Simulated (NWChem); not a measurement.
# One shape, several levels: doublet [S2F2]+

Aim: a comparison of 4 runs (UHF/STO-3G, UHF/3-21G, UB3LYP/6-31G*) of doublet [S2F2]+. 

The calculation is run with NWChem 7.3.0.

20 further runs of the same task are left out: 20 set aside as unsound or not needed.

### 1 The molecule

The species is [S2F2]+ (4 atoms), meant as a doublet with charge +1. SMILES of the parent species: `FSSF`. The shape is that of a PBE0-D4/def2-TZVP optimisation. That shape belongs to the parent species and isn't relaxed for this state.

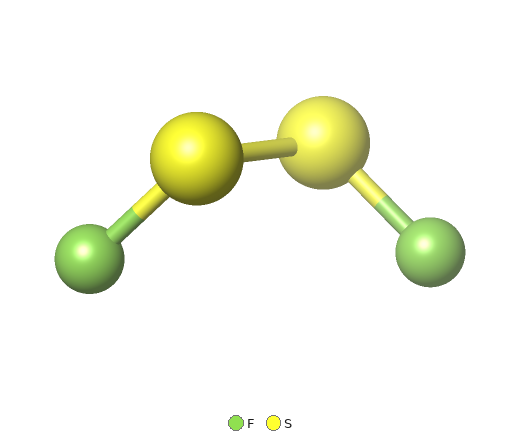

Viewed from a chosen angle; fluorine green, sulfur yellow.

### 2 A single-point energy at UHF/STO-3G (run 1)

Input file work.nw:

```
START work
TITLE "F2S2 hf"
memory 2200 mb
charge 1

GEOMETRY units angstrom noautosym nocenter noautoz
  F    -1.783750   -0.199930   -0.621590
  S    -0.467670    0.764150   -0.632370
  S     1.044990   -0.276390   -0.184720
  F     1.206410   -0.287820    1.438680
END

BASIS "ao basis" spherical bse
  * library STO-3G
END

SCF
  doublet
  uhf
  thresh 1e-08
  maxiter 80
  noprint "final vectors analysis"
END

TASK scf
```

Command:

```sh
nwchem work.nw > work.out
```

Standard output:

```text
[...]
  functions       =    28
[...]
  wavefunction    = UHF
[...]
         Total SCF energy =   -982.071384110703
      One electron energy =  -1811.418509672490
      Two electron energy =    599.218789779198
 Nuclear repulsion energy =    230.128335782588
                       Sz =      0.5000
                 Sz(Sz+1) =      0.7500
                      S^2 =      0.8020
[...]
```

Wall time 10 s (1 thread of Intel Xeon Platinum 8488C (Sapphire Rapids), shared host); peak memory 0.099 GiB.

### 3 The energy at UHF/3-21G (run 2)

Input file run.py:

```python
from ase import Atoms
from ase.calculators.nwchem import NWChem

mol = Atoms(['F', 'S', 'S', 'F'], positions=[
    [-1.783750, -0.199930, -0.621590],
    [-0.467670, 0.764150, -0.632370],
    [1.044990, -0.276390, -0.184720],
    [1.206410, -0.287820, 1.438680],
])

calc = NWChem(
    label='m1',
    theory='scf',
    memory='2200 mb',
    basis='3-21G',
    basispar='spherical bse',
    charge=1,
    scf={'nopen': '1', 'uhf': None, 'thresh': '1e-08', 'maxiter': '80'},
    task='energy',
)
mol.calc = calc

print("Total energy (eV):", round(mol.get_potential_energy(), 6))
```

Command:

```sh
export ASE_NWCHEM_COMMAND="nwchem PREFIX.nwi > PREFIX.nwo"
python run.py
```

Standard output:

```text
Total energy (eV): -26895.445386
```

The calculator wrote m1.nwi:

```
title "m1"

permanent_dir m1

scratch_dir m1

start m1

geometry units angstrom nocenter noautosym noautoz
  F  -1.7837499999999999e+00 -1.9993000000000000e-01 -6.2158999999999998e-01
  S  -4.6766999999999997e-01 7.6415000000000000e-01 -6.3236999999999999e-01
  S  1.0449900000000001e+00 -2.7639000000000002e-01 -1.8472000000000000e-01
  F  1.2064100000000000e+00 -2.8782000000000002e-01 1.4386800000000000e+00
end

charge 1

memory 2200 mb

basis spherical bse noprint
   * library 3-21G
end

scf
  nopen 1
  uhf
  thresh 1e-08
  maxiter 80
end

task scf energy
```

m1.nwo:

```text
Northwest Computational Chemistry Package (NWChem) 7.3.0
             --------------------------------------------------------

           Job information
           ---------------

    nwchem branch   = 7.3.0
    use scalapack   = T
    input           = m1.nwi
    prefix          = m1.
    data base       = m1/m1.db
    status          = startup
    nproc           =        1

           Memory information
           ------------------

[... 5 lines left out ...]
    hardfail = no
[... 36 lines left out ...]
            Nuclear Dipole moment (a.u.)
[... 82 lines left out ...]
         Quadratically convergent UHF
[... 24 lines left out ...]
       Final UHF  results
[... 5 lines left out ...]
 Nuclear repulsion energy =    230.128335782588
[... 269 lines left out ...]
                     UHF Final Beta Molecular Orbital Analysis
[... 219 lines left out ...]
       Multipole analysis of the density wrt the origin
       ------------------------------------------------

     L   x y z        total         alpha         beta         nuclear
     -   - - -        -----         -----         ----         -------
     0   0 0 0      1.000000    -25.000000    -24.000000     50.000000

     1   1 0 0      1.052581     -3.958947     -2.624968      7.636496
[... 8 lines of this table left out ...]
     2   0 0 2    -24.622278    -64.757133    -63.603781    103.738637

 Task  times  cpu:       11.0s     wall:       11.0s
 Total times  cpu:       11.0s     wall:       11.0s
```

Run time: 13 s. Hardware: 1 thread of Intel Xeon Platinum 8488C (Sapphire Rapids), shared host; peak memory 0.099 GiB.

Run 3 isn't shown in full; the table further down has it.

### 4 The energy at UB3LYP/6-31G(d) (Cartesian functions) (run 4)

Input file run.py:

```python
from ase import Atoms
from ase.calculators.nwchem import NWChem

atoms = Atoms(['F', 'S', 'S', 'F'], positions=[
    [-1.783750, -0.199930, -0.621590],
    [-0.467670, 0.764150, -0.632370],
    [1.044990, -0.276390, -0.184720],
    [1.206410, -0.287820, 1.438680],
])

calc = NWChem(
    label='f2s2',
    theory='dft',
    memory='2200 mb',
    basis='6-31G*',
    charge=1,
    dft={'xc': 'b3lyp', 'mult': '2', 'grid': 'xfine', 'convergence': 'energy 1e-08', 'iterations': '100', 'mulliken': None},
    task='energy',
)
atoms.calc = calc

print("Total energy (eV):", round(atoms.get_potential_energy(), 6))
```

Command:

```sh
export ASE_NWCHEM_COMMAND="nwchem PREFIX.nwi > PREFIX.nwo"
python run.py
```

Standard output:

```text
Total energy (eV): -27091.888439
```

The calculator wrote f2s2.nwi:

```
title "f2s2"

permanent_dir f2s2

scratch_dir f2s2

start f2s2

geometry units angstrom nocenter noautosym noautoz
  F  -1.7837499999999999e+00 -1.9993000000000000e-01 -6.2158999999999998e-01
  S  -4.6766999999999997e-01 7.6415000000000000e-01 -6.3236999999999999e-01
  S  1.0449900000000001e+00 -2.7639000000000002e-01 -1.8472000000000000e-01
  F  1.2064100000000000e+00 -2.8782000000000002e-01 1.4386800000000000e+00
end

charge 1

memory 2200 mb

basis noprint
   * library 6-31G*
end

dft
  xc b3lyp
  mult 2
  grid xfine
  convergence energy 1e-08
  iterations 100
  mulliken
end

task dft energy
```

f2s2.nwo:

```text
Northwest Computational Chemistry Package (NWChem) 7.3.0
             --------------------------------------------------------

           Job information
           ---------------

    nwchem branch   = 7.3.0
    use scalapack   = T
    input           = f2s2.nwi
    prefix          = f2s2.
    data base       = f2s2/f2s2.db
    status          = startup
    nproc           =        1

           Memory information
           ------------------

[... 5 lines left out ...]
    hardfail = no
[... 36 lines left out ...]
            Nuclear Dipole moment (a.u.)
[... 70 lines left out ...]
          Convergence on density requested:  1.00D-05
[... 26 lines left out ...]
          Convergence aids based upon iterative change in
[... 31 lines left out ...]
 2-e energy   =     587.924751
[... 66 lines left out ...]
           Coulomb energy =      668.187532137355
[... 493 lines left out ...]
                     DFT Final Beta Molecular Orbital Analysis
[... 573 lines left out ...]
     Multipole analysis of the density
     ---------------------------------

     L   x y z        total         alpha         beta         nuclear
     -   - - -        -----         -----         ----         -------
     0   0 0 0      1.000000    -25.000000    -24.000000     50.000000

     1   1 0 0      0.522663     -3.635062     -3.478772      7.636496
[... 8 lines of this table left out ...]
     2   0 0 2    -22.117081    -64.177311    -61.678407    103.738637

 Task  times  cpu:       43.6s     wall:       43.6s
 Total times  cpu:       43.7s     wall:       43.7s
```

Run time: 45 s. Hardware: 1 thread of Intel Xeon Platinum 8488C (Sapphire Rapids), shared host; peak memory 0.12 GiB.

### 5 All runs side by side

```csv
run,level,iteration cap,module,energy (Eh),⟨S²⟩,wall time
1,UHF/STO-3G,80,scf,-982.071384,0.802,10 s
2,UHF/3-21G,80,scf,-988.389396,0.780,13 s
3,UB3LYP/6-31G* (spherical functions),100,dft,-995.600637,0.762,36 s
4,UB3LYP/6-31G* (Cartesian functions),100,dft,-995.608545,0.763,45 s
```

### 6 Results

| quantity | value |
| --- | --- |
| run 4: total energy | -995.60854 Eh |
| run 4: HOMO energy (highest over α and β) | -15.15 eV |
| run 4: LUMO energy (lowest over α and β) | -13.36 eV |
| run 4: ⟨S²⟩ | 0.763 |

In words: In run 1 the basis is minimal, so the values are rough. All runs together took 1.7 min, the longest 45 s.
